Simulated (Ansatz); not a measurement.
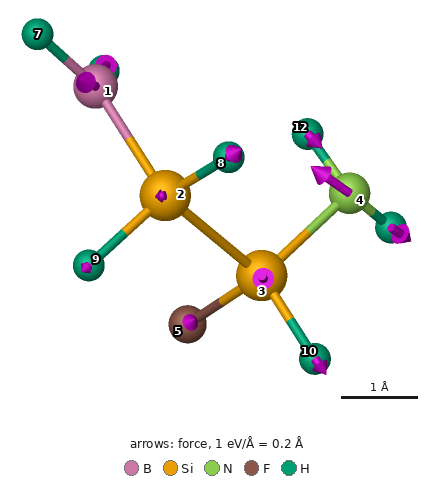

Starting geometry of BSi$_{2}$NH$_{7}$F (coarse preliminary run) with the computed forces as purple arrows. Style: ball-and-stick. Shown from a free direction.

The start comes from a force field.

Theory: RKS PBE-D4/def2-SVP (Ansatz).

Input file:
```yaml
crystal:
  periodic: [false, false, false]
  atoms:
    - {symbol: B, position_ang: [-0.971100, 1.165600, 1.437100]}
    - {symbol: Si, position_ang: [-0.825100, 0.950300, -0.487500]}
    - {symbol: Si, position_ang: [0.832000, -0.457600, -0.884600]}
    - {symbol: N, position_ang: [0.590100, -2.018200, -0.090600]}
    - {symbol: F, position_ang: [2.291300, 0.176300, -0.254800]}
    - {symbol: H, position_ang: [-0.298600, 0.666200, 2.173000]}
    - {symbol: H, position_ang: [-1.835600, 1.928600, 1.843600]}
    - {symbol: H, position_ang: [-2.025500, 0.409900, -1.043900]}
    - {symbol: H, position_ang: [-0.531000, 2.261600, -1.086400]}
    - {symbol: H, position_ang: [1.018800, -0.655700, -2.296200]}
    - {symbol: H, position_ang: [1.336100, -2.639600, -0.233900]}
    - {symbol: H, position_ang: [0.495700, -1.842600, 0.958200]}
basis:
  gaussian: {orbitals: def2-SVP}
hamiltonian: {xc: pbe, dispersion: d4}
relax: {f_tol: 0.03, max_steps: 200}
```

Command:
```bash
ansatz run in.yaml --threads 4 --pin off --events-out ev --progress --plain --max-ram 10444MiB
```

> Is this structure relaxed? If not, where do the atoms go?

It isn't relaxed: the largest force vector, on N4, is 3.43 eV/Å. The final displacements have little in common with the starting forces (cosine between the two patterns −0.01). The atom that moves furthest after the best rigid fit is H7 (1.57 Å). Largest moves by element: H 1.57 Å, F 0.44 Å, N 0.23 Å, Si 0.22 Å, B 0.12 Å. Among the contacts that change: Si2–Si3 2.210 → 2.375 Å, B1–H6 1.115 → 1.219 Å, Si2–H8 1.429 → 1.506 Å, Si3–H10 1.438 → 1.503 Å. Bond angles that change, for instance: Si3–N4–H12 107.9° → 121.7°, B1–Si2–Si3 107.8° → 94.7°, Si3–N4–H11 112.9° → 121.8°. Groups turn about B1–Si2 by about 85°. Over 22 accepted moves (24 points after the start) the energy falls by 79.8 kJ/mol. The largest force component goes from 2.4 to 0.02 eV/Å. The line search rejected the trial steps at points 6, 22 of the run. Cost: 35 s on 4 threads of Arm Neoverse V1 (shared host).
